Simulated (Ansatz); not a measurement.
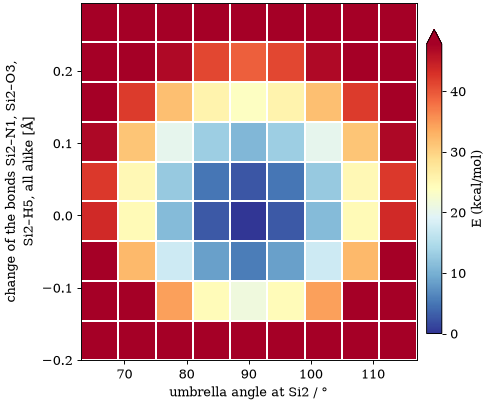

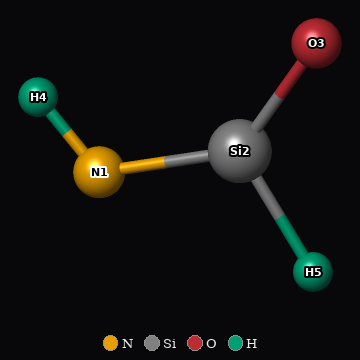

Energy landscape of H₂NOSi, SMILES N=[SiH][O-], charge −1. First axis: umbrella angle at Si2 (between each of its bonds and their common axis; 90 is planar). Second axis: change of the bonds Si2–N1, Si2–O3, Si2–H5, all alike. Nothing is relaxed (all other coordinates rigid). The grid has 9 × 9 points; 46 points were computed and 35 follow by symmetry. Points are written as (first, second). All energies are given in kcal/mol relative to the lowest grid point. Computed with RKS wB97M-V/def2-SVPD in Ansatz 0.2.0.

In the figure: one coloured cell a grid point, one colour for all values above the top of the scale. The second picture is the structure at the lowest point.

### Summarise what can be read from the map.

The lowest grid point is at (90°, −0.008 Å). No other kind of well shows on this grid. The highest grid point, (66°, −0.173 Å), lies 107 kcal/mol above the lowest. Round the minimum the two coordinates are nearly uncoupled.

Grid values (kcal/mol):

| second ↓, first → | 66 | 72 | 78 | 84 | 90 | 96 | 102 | 108 | 114 |
| --- | --- | --- | --- | --- | --- | --- | --- | --- | --- |
| 0.267 | 84 | 72 | 64 | 59 | 57 | 59 | 64 | 72 | 84 |
| 0.212 | 69 | 56 | 47 | 41 | 39 | 41 | 47 | 56 | 69 |
| 0.157 | 56 | 42 | 32 | 26 | 24 | 26 | 32 | 42 | 56 |
| 0.102 | 47 | 31 | 20 | 13 | 11 | 13 | 20 | 31 | 47 |
| 0.047 | 42 | 25 | 13 | 5 | 2 | 5 | 13 | 25 | 42 |
| −0.008 | 44 | 25 | 11 | 3 | 0 | 3 | 11 | 25 | 44 |
| −0.063 | 53 | 32 | 17 | 8 | 5 | 8 | 17 | 32 | 53 |
| −0.118 | 73 | 51 | 34 | 25 | 21 | 25 | 34 | 51 | 73 |
| −0.173 | 107 | 82 | 65 | 54 | 51 | 54 | 65 | 82 | 107 |

The input of one point:

```yaml
crystal:
  periodic: [false, false, false]
  atoms:
    - { symbol: "N", position_ang: [-0.697558, -0.993988, -0.030877] }
    - { symbol: Si, position_ang: [0.338743, 0.259414, 0.066818] }
    - { symbol: O, position_ang: [0.365608, 1.783916, -0.277197] }
    - { symbol: H, position_ang: [-1.619616, -0.802336, -0.421141] }
    - { symbol: H, position_ang: [1.615998, -0.23981, 0.662002] }
total_charge: -1
basis:
  gaussian: { orbitals: def2-SVPD }
hamiltonian:
  xc: { name: wB97M-V }
output:
  forces: true
```

Each point was launched as `ansatz run input.yaml --threads 1 --pin off --max-ram 2560MiB --backend cpu --events-out ev --progress --plain --runs-dir out`. The whole map (46 points run) took 6.1 min on 1 thread of Arm Neoverse V2, with other jobs on the host.
